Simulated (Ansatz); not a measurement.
# Geometry relaxation, with input and output: TaN₂H₅ClOF (part 1 of 2)

The run: geometry relaxation of TaN₂H₅ClOF. Method and program: RKS B3LYP-D4/def2-SVP (Ansatz 0.2.0).

It belongs to a series of runs on one base structure; here: start relaxed.

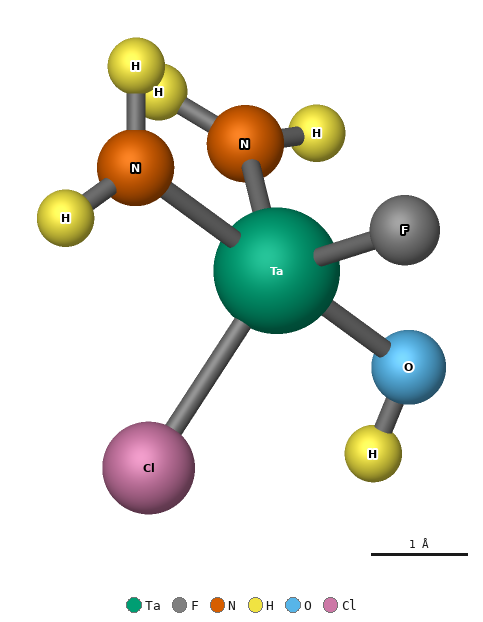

The input geometry (ball-and-stick view, seen at a tilt). Sticks mark near contacts.

Key numbers

| quantity | value |
| --- | --- |
| outcome | converged |
| total energy | −21898.2260 eV |
| mean-field energy | −21897.8357 eV |
| largest force (length of the vector) at the end | 0.019 eV/Å |
| hardware | 4 threads of Arm Neoverse V1, 24 GiB of memory available, shared host |
| wall time | 54 s (CPU time 3.4 min) |
| peak memory | 0.35 GiB |

Input
```yaml
crystal:
  periodic: [false, false, false]
  atoms:
    - { symbol: Ta, position_ang: [0.0, 0.0, 0.0] }
    - { symbol: F, position_ang: [1.93, 0.0, 0.0] }
    - { symbol: "N", position_ang: [0.0, 0.0, 2.16] }
    - { symbol: H, position_ang: [-0.2456, -0.8845, 2.69] }
    - { symbol: H, position_ang: [0.2456, 0.8845, 2.69] }
    - { symbol: O, position_ang: [0.0, 0.0, -2.02] }
    - { symbol: H, position_ang: [-0.6343, -0.71, -2.3571] }
    - { symbol: "N", position_ang: [-1.08, 1.8706, 0.0] }
    - { symbol: H, position_ang: [-1.6414, 2.1584, 0.8518] }
    - { symbol: H, position_ang: [-1.0486, 2.5007, -0.8518] }
    - { symbol: Cl, position_ang: [-1.235, -2.139, 0.0] }
basis:
  gaussian: { orbitals: def2-SVP }
hamiltonian:
  xc: b3lyp
  dispersion: d4
relax:
  f_tol: 0.02
  max_steps: 40
```

Run as:
```bash
ansatz run input.yaml --threads 4 --pin off --max-ram 5120MiB --backend cpu --events-out ev --progress --plain --runs-dir out
```

Log
```
The last accepted step is kept in [file] (removed where the run ends without a failure and the disk answers)
Engine: ansatz 0.2.0, aarch64-unknown-linux-gnu
Functional definition: B3LYP
  parameter a0 = 0.2
  parameter ax = 0.72
  parameter ac = 0.81
  exchange = (1 - a0 - ax)*slater_x + ax*b88_x + a0*exact_x
  correlation = (1 - ac)*vwn_rpa_c + ac*lyp_c
1395 factors; integrals over basis functions are off by at most 3.2e-4 eV
mean field evaluation 1: about -21873.9663 eV, gradient 1.0e2 eV
mean field evaluation 2: about -21592.3970 eV, gradient 3.1e2 eV
mean field evaluation 4: about -21895.0791 eV, gradient 2.4e1 eV
mean field evaluation 8: about -21896.1435 eV, gradient 5.7e-1 eV
mean field evaluation 16: about -21896.1953 eV, gradient 1.5e-4 eV
mean field -21896.19531930 eV, -804.6703362099 hartree, gradient 4.9e-5 eV, S^2 0.000000; 0 other end points of the search recorded, 0 dependent functions left out
the calculation of the forces begins
reference -21896.19564501 eV, -804.6703481798 hartree; 33, 33 occupied and 98, 98 virtual orbitals, 1395 factors
relax step   1: F+E_penalty+E_count = -21896.55100109 eV  Δ(F+E_penalty+E_count) = +0.000e0 eV  max|allowed force component| = 2.087e0 eV/Å  Δτ_max = 0.0000 Å  (32 SCF iters, accepted)
these checks for a lower state are left out or cut short: starts, cluster_reference, orbital_swaps, neighbouring_geometries, increment
1395 factors; integrals over basis functions are off by at most 3.3e-4 eV
mean field -21897.24719780 eV, -804.7089920319 hartree, gradient 1.2e-5 eV, S^2 0.000000; 0 other end points of the search recorded, 0 dependent functions left out
[... from here on the field's lines of each further geometry are left out, up to the last ...]
relax step   2: F+E_penalty+E_count = -21897.64078268 eV  Δ(F+E_penalty+E_count) = -1.090e0 eV  max|allowed force component| = 1.348e0 eV/Å  Δτ_max = 0.1948 Å  (38 SCF iters, accepted)
relax step   3: F+E_penalty+E_count = -21897.88524998 eV  Δ(F+E_penalty+E_count) = -2.445e-1 eV  max|allowed force component| = 1.185e0 eV/Å  Δτ_max = 0.1914 Å  (39 SCF iters, accepted)
relax step   4: F+E_penalty+E_count = -21897.98419722 eV  Δ(F+E_penalty+E_count) = -9.895e-2 eV  max|allowed force component| = 1.069e0 eV/Å  Δτ_max = 0.1950 Å  (38 SCF iters, accepted)
relax step   5: F+E_penalty+E_count = -21898.07412213 eV  Δ(F+E_penalty+E_count) = -8.992e-2 eV  max|allowed force component| = 5.580e-1 eV/Å  Δτ_max = 0.1999 Å  (37 SCF iters, accepted)
relax step   6: F+E_penalty+E_count = -21898.10824933 eV  Δ(F+E_penalty+E_count) = -3.413e-2 eV  max|allowed force component| = 8.029e-1 eV/Å  Δτ_max = 0.1915 Å  (33 SCF iters, accepted)
relax step   7: F+E_penalty+E_count = -21898.14427166 eV  Δ(F+E_penalty+E_count) = -3.602e-2 eV  max|allowed force component| = 3.930e-1 eV/Å  Δτ_max = 0.0940 Å  (33 SCF iters, accepted)
relax step   8: F+E_penalty+E_count = -21898.17668522 eV  Δ(F+E_penalty+E_count) = -3.241e-2 eV  max|allowed force component| = 1.762e-1 eV/Å  Δτ_max = 0.1594 Å  (31 SCF iters, accepted)
relax step   9: F+E_penalty+E_count = -21898.20172436 eV  Δ(F+E_penalty+E_count) = -2.504e-2 eV  max|allowed force component| = 2.664e-1 eV/Å  Δτ_max = 0.1969 Å  (32 SCF iters, accepted)
relax step  10: F+E_penalty+E_count = -21898.20566752 eV  Δ(F+E_penalty+E_count) = -3.943e-3 eV  max|allowed force component| = 5.560e-1 eV/Å  Δτ_max = 0.1964 Å  (31 SCF iters, accepted)
relax step  11: F+E_penalty+E_count = -21898.17121389 eV  Δ(F+E_penalty+E_count) = +3.445e-2 eV  max|allowed force component| = 3.031e-1 eV/Å  Δτ_max = 0.2000 Å  (37 SCF iters, rejected (line search))
relax step  12: F+E_penalty+E_count = -21898.22287049 eV  Δ(F+E_penalty+E_count) = -1.720e-2 eV  max|allowed force component| = 7.293e-2 eV/Å  Δτ_max = 0.1000 Å  (32 SCF iters, accepted)
relax step  13: F+E_penalty+E_count = -21898.22485822 eV  Δ(F+E_penalty+E_count) = -1.988e-3 eV  max|allowed force component| = 8.348e-2 eV/Å  Δτ_max = 0.0620 Å  (32 SCF iters, accepted)
relax step  14: F+E_penalty+E_count = -21898.22534195 eV  Δ(F+E_penalty+E_count) = -4.837e-4 eV  max|allowed force component| = 5.398e-2 eV/Å  Δτ_max = 0.0437 Å  (33 SCF iters, accepted)
relax step  15: F+E_penalty+E_count = -21898.22558480 eV  Δ(F+E_penalty+E_count) = -2.428e-4 eV  max|allowed force component| = 3.949e-2 eV/Å  Δτ_max = 0.0113 Å  (34 SCF iters, accepted)
the calculation of the forces begins
reference -21897.83568442 eV, -804.7306185165 hartree; 33, 33 occupied and 98, 98 virtual orbitals, 1395 factors
relax step  16: F+E_penalty+E_count = -21898.22569419 eV  Δ(F+E_penalty+E_count) = -1.094e-4 eV  max|allowed force component| = 1.851e-2 eV/Å  Δτ_max = 0.0079 Å  (34 SCF iters, accepted)
```

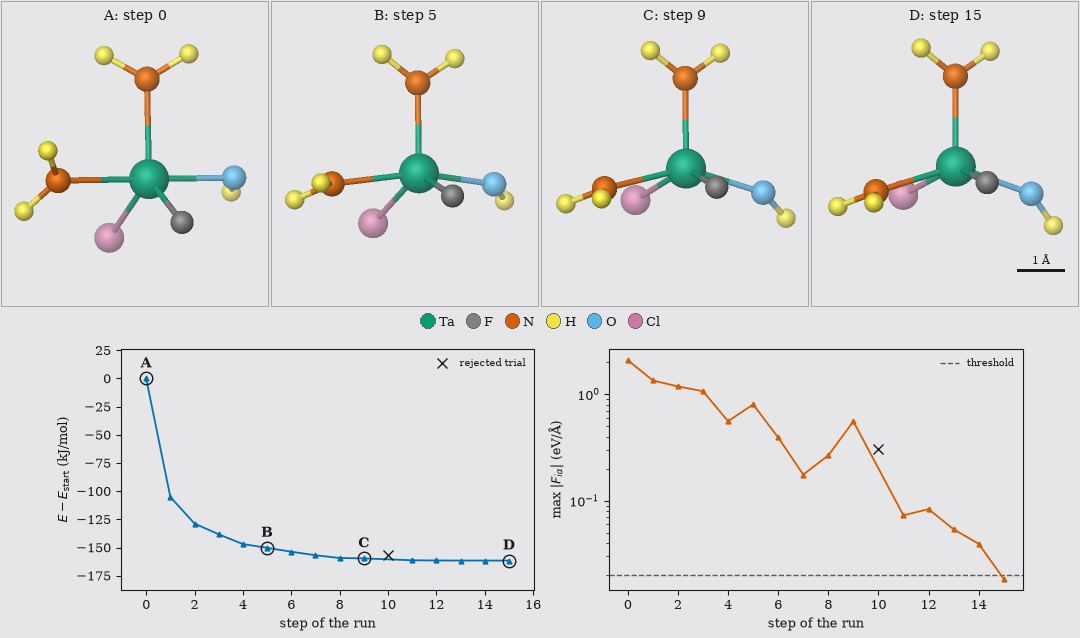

Frames of the relaxation (ball-and-stick view, seen at a tilt) above the curves, on which the letters mark them (the first geometry is step 0 here and step 1 in the log).

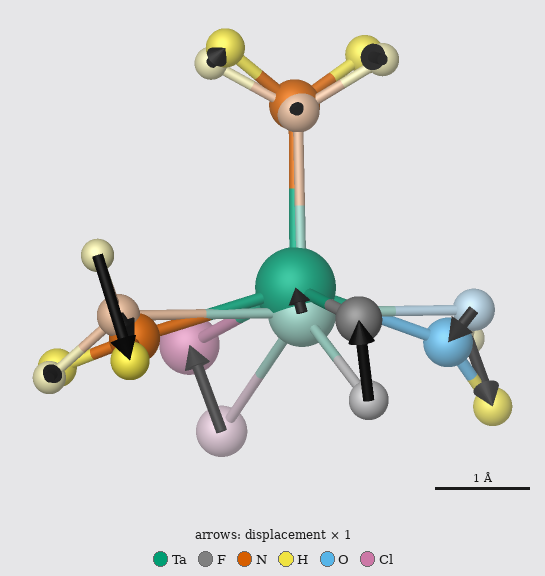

Start (faint) and end (solid) with the displacements as black arrows, at true length (ball-and-stick view, seen at a tilt). The two geometries are laid on each other by the best rigid fit. H5 moves most after the best rigid fit: 1.18 Å. By element the largest moves are H 1.18 Å, Cl 1.00 Å, F 0.89 Å, O 0.45 Å, N 0.30 Å, Ta 0.28 Å. Distances before and after: Ta1–N8 2.160 → 1.956 Å, Ta1–N3 2.160 → 1.996 Å, Ta1–O6 2.020 → 1.904 Å, Ta1–Cl11 2.470 → 2.404 Å. Among the angles that change: Ta1–O6–H7 109.5° → 148.2°, N3–Ta1–O6 180.0° → 146.2°, F2–Ta1–Cl11 120.0° → 153.5°. After 15 geometry steps the energy has fallen by 161.6 kJ/mol. Largest force component: 2.1 eV/Å at the start, 0.019 eV/Å at the end. The line search rejected the trial step at point 10 (counted from 0) and went back. (Atoms are counted from 1 in the order of the input.)

```
1395 factors; integrals over basis functions are off by at most 3.7e-4 eV
mean field -21897.83536011 eV, -804.7306065981 hartree, gradient 1.3e-5 eV, S^2 0.000000; 1 other end points of the search recorded, 0 dependent functions left out
the calculation of the forces begins
reference -21897.83568442 eV, -804.7306185165 hartree; 33, 33 occupied and 98, 98 virtual orbitals, 1395 factors
Total energy: -21898.22601850 eV, -804.7449630293 hartree
Atom 0 at    -0.184245     0.205829     0.046792 Å, force    -0.002482     0.004201     0.017987 eV/Å
Atom 1 at     1.634016     0.783753     0.151896 Å, force    -0.002624     0.000825     0.001205 eV/Å
Atom 2 at     0.116189    -0.213724     1.975167 Å, force    -0.000266     0.005929    -0.013763 eV/Å
Atom 3 at    -0.436896    -0.860661     2.531359 Å, force     0.000438    -0.001267     0.002606 eV/Å
Atom 4 at     1.005597    -0.005699     2.427419 Å, force     0.002022    -0.002849     0.004092 eV/Å
Atom 5 at     0.063813    -0.361818    -1.754043 Å, force    -0.000998     0.002161    -0.006022 eV/Å
Atom 6 at     0.182042    -1.088043    -2.373596 Å, force    -0.000289    -0.001546     0.001621 eV/Å
Atom 7 at    -1.178108     1.889572    -0.012877 Å, force     0.003232    -0.004356    -0.018511 eV/Å
Atom 8 at    -1.469516     2.440199     0.791479 Å, force     0.000273    -0.002293     0.005561 eV/Å
Atom 9 at    -1.500540     2.311865    -0.882733 Å, force     0.001323    -0.000841     0.006398 eV/Å
Atom 10 at    -1.941652    -1.420574     0.262036 Å, force    -0.000630     0.000035    -0.001172 eV/Å
Dipole moment:    -0.028939     0.242349    -0.020338 e Å
```

Trajectory as extended XYZ (Å, eV, eV/Å), 16 frames, from step=1 to step=16
```
11
Properties=species:S:1:pos:R:3:forces:R:3 step=1 energy=-21896.55100
Ta    0.0000    0.0000    0.0000   -0.6268   1.7667   0.8749
F     1.9300    0.0000    0.0000   -1.3695   0.2980  -0.1968
N     0.0000    0.0000    2.1600   -0.4927  -0.2630  -1.9675
H    -0.2456   -0.8845    2.6900    0.4638   1.7956  -0.2147
H     0.2456    0.8845    2.6900   -0.4049  -1.7624  -0.2748
O     0.0000    0.0000   -2.0200   -1.2530  -1.7406   1.4610
H    -0.6343   -0.7100   -2.3571    1.0580   1.4346   0.1431
N    -1.0800    1.8706    0.0000    1.2763  -2.0871   0.1145
H    -1.6414    2.1584    0.8518    0.9368  -0.0664  -1.5967
H    -1.0486    2.5007   -0.8518   -0.3833  -0.8190   1.5579
Cl   -1.2350   -2.1390    0.0000    0.7952   1.4435   0.0991
11
Properties=species:S:1:pos:R:3:forces:R:3 step=2 energy=-21897.64078
Ta   -0.0434    0.0690    0.0574    1.3480  -0.1890  -0.8730
F     1.8463    0.0851   -0.0160    0.1459   0.4195   0.1116
N    -0.1083    0.0065    2.0536    0.0364  -0.3386   1.0953
H    -0.2461   -0.8395    2.6385    0.0414   0.8578  -0.2153
H     0.2456    0.8053    2.6227   -0.2887  -0.7979  -0.2773
O    -0.0170   -0.0507   -1.8987   -1.2190  -1.2108  -0.3692
H    -0.6520   -0.6616   -2.3599    0.9467   0.9903   0.2330
N    -0.9930    1.7570    0.0194   -0.7107   1.3355   0.0648
H    -1.5476    2.1018    0.8197    0.3761  -0.0182  -0.6067
H    -1.0371    2.3727   -0.8118   -0.1128  -0.3958   0.6351
Cl   -1.1565   -1.9648    0.0380   -0.5633  -0.6529   0.2018
11
Properties=species:S:1:pos:R:3:forces:R:3 step=3 energy=-21897.88525
Ta    0.0252    0.0559    0.0377    0.8272   0.1523  -0.3217
F     1.9145    0.2639   -0.0128   -0.2851   0.1752   0.0731
N    -0.0915   -0.0409    2.0475   -0.1527  -0.5785   0.6186
H    -0.4001   -0.8273    2.6554    0.1700   0.8197  -0.5340
H     0.2630    0.7247    2.6392   -0.0121  -0.3165  -0.1273
O    -0.0066   -0.1199   -1.9148   -1.1850  -0.7542   0.0019
H    -0.6973   -0.5984   -2.4375    0.9248   0.5894   0.3769
N    -0.9564    1.7528    0.0189   -0.4042   0.6009  -0.3248
H    -1.4301    2.1460    0.8409    0.1855  -0.0819  -0.4434
H    -1.1443    2.2895   -0.8489    0.1367  -0.3501   0.7360
Cl   -1.1857   -1.9656    0.1374   -0.2051  -0.2563  -0.0551
```
